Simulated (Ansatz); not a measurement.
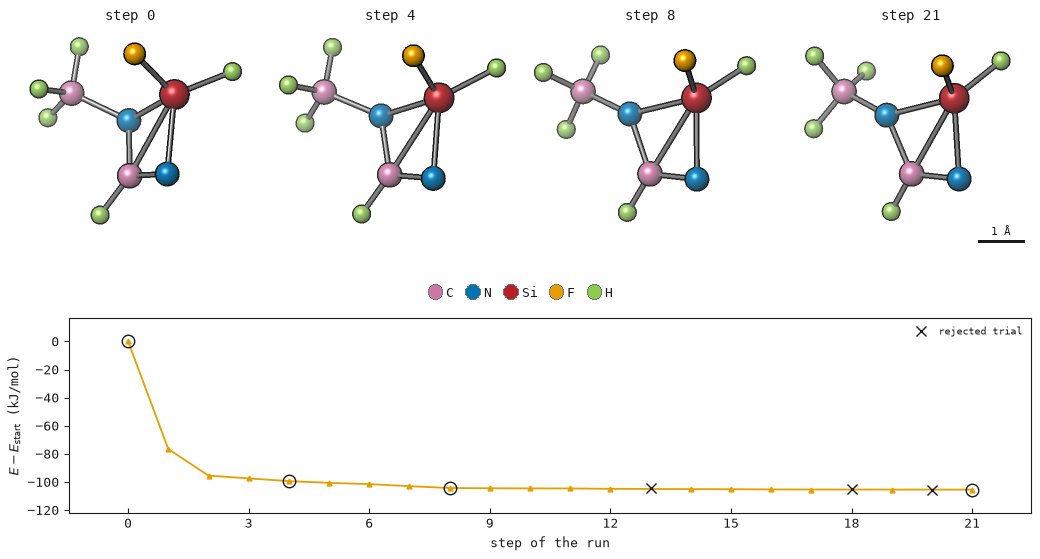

Frames of a relaxation of C$_{2}$H$_{5}$FN$_{2}$Si (coarse preliminary run), marked on the history of the run. Style: ball-and-stick. Shown at a tilt.

The start comes from a force field.

These are results of Ansatz 0.2.0, RKS PBE-D4/def2-SVP, not measurements. Settings: force threshold 0.03 eV/Å; at most 200 steps.

**What happens along the run?**

The atom that moves furthest after the best rigid fit is the F atom (0.95 Å). Largest moves by element: F 0.95 Å, H 0.92 Å, N 0.71 Å, Si 0.28 Å, C 0.20 Å. Among the contacts that change: N–Si 1.663 → 1.799 Å, C–H 1.172 → 1.110 Å, C–H 1.053 → 1.111 Å, C–N 1.259 → 1.316 Å. Bond angles that change, for instance: C–N–Si 124.1° → 144.7°, C–Si–F 113.2° → 130.8°, F–Si–H 119.2° → 106.7°. Over 18 accepted moves (21 points after the start) the energy falls by 105.4 kJ/mol. The largest force component goes from 4.3 to 0.019 eV/Å. The line search rejected the trial steps at points 13, 18, 20 of the run. The forces were under the threshold at step 17, but the run went on from there. Cost: 24 s on 4 threads of Arm Neoverse V2 (shared host). From step 0 to 4: the F atom moves most (0.52 Å), energy −99.3 kJ/mol. From step 4 to 8: an N atom moves most (0.43 Å), energy −4.92 kJ/mol. From step 8 to 21: H atoms move most (0.43 Å), energy −1.14 kJ/mol.

```tsv
step	E − E(0), kJ/mol	largest force component, eV/Å	note
0	0.00	4.3181	
1	-76.56	2.0354	
2	-95.43	0.3834	
3	-97.43	0.3242	
4	-99.35	0.3318	
5	-100.61	0.2508	
6	-101.48	0.6134	
7	-102.95	0.5918	
8	-104.27	0.1746	
9	-104.44	0.1027	
10	-104.54	0.1425	
11	-104.58	0.1207	
12	-104.83	0.1516	
13	-104.34	0.2799	rejected
14	-105.05	0.0613	
15	-105.12	0.1562	
16	-105.26	0.0418	
17	-105.33	0.0207	
18	-105.24	0.1575	rejected
19	-105.38	0.0414	
20	-105.35	0.1041	rejected
21	-105.41	0.0194
```
